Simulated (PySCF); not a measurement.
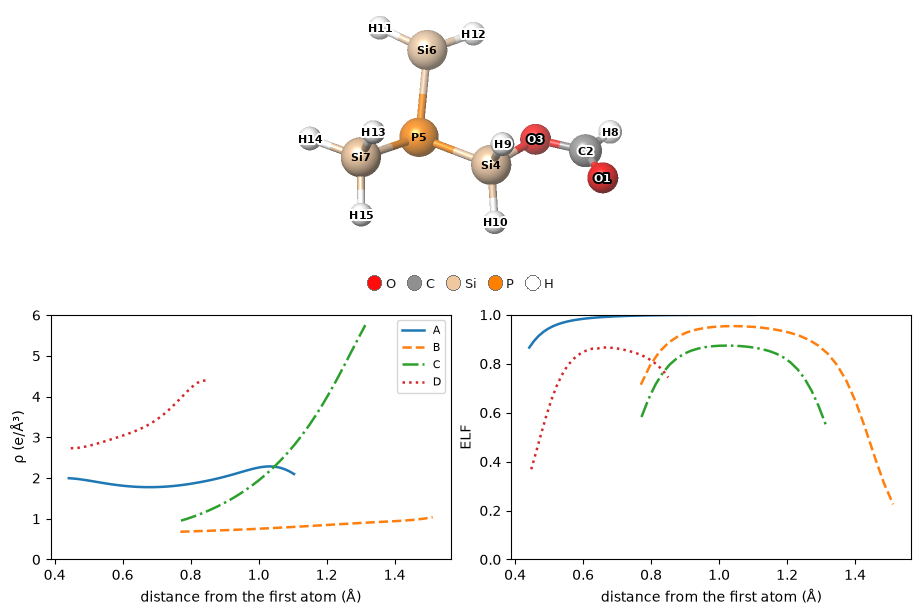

Figure 1: CH8O2PSi3 (SMILES O=CO[SiH2]P([SiH2])[SiH3]) (doublet). Electron density and ELF along straight lines between neighbouring atoms. The curves leave out the atomic cores. The structure is drawn too.

Geometry: GFN2-xTB.

All numbers below come from UKS B3LYP, pcH-1 on C H O P Si, non-relativistic, mean-field spin-orbit, GIAO (PySCF 2.14.0, density-fitted response routines).

| atom | x (Å) | y (Å) | z (Å) |
| --- | --- | --- | --- |
| O | 3.6709 | -0.5151 | 0.3825 |
| C | 3.1898 | 0.3939 | -0.2223 |
| O | 1.9211 | 0.5196 | -0.5079 |
| Si | 0.8596 | -0.6769 | -0.0334 |
| P | -0.9522 | 0.0758 | -1.0267 |
| Si | -1.2614 | 2.0420 | -0.0402 |
| Si | -2.4433 | -1.2750 | -0.0847 |
| H | 3.7737 | 1.2447 | -0.6151 |
| H | 0.8650 | -0.7176 | 1.4266 |
| H | 1.2773 | -1.9484 | -0.6085 |
| H | -2.4791 | 2.6179 | -0.6260 |
| H | -0.1346 | 2.9271 | -0.3563 |
| H | -2.4243 | -1.1908 | 1.3769 |
| H | -3.7453 | -0.8535 | -0.5932 |
| H | -2.1217 | -2.6357 | -0.5049 |

> Which curve belongs to which contact (C–H, C–O, Si–O and Si–P)? The first atom named is at distance zero.

Curve A: C–H (1.10 Å): ρ at the midpoint is about 1.9 e/Å³; the ELF is about 1 at the midpoint: an ordinary covalent bond to hydrogen. Curve B: Si–P (2.20 Å): ρ at the midpoint is about 0.8 e/Å³; the ELF peaks at about 0.95 between the atoms; a covalent bond. Curve C: Si–O (1.67 Å): ρ at the midpoint is about 1.1 e/Å³; the ELF peaks at about 0.85 between the atoms; a polar covalent bond. Curve D: C–O (1.19 Å): ρ is about 3 e/Å³ halfway; the ELF peaks at about 0.85 between the atoms; a multiple bond.
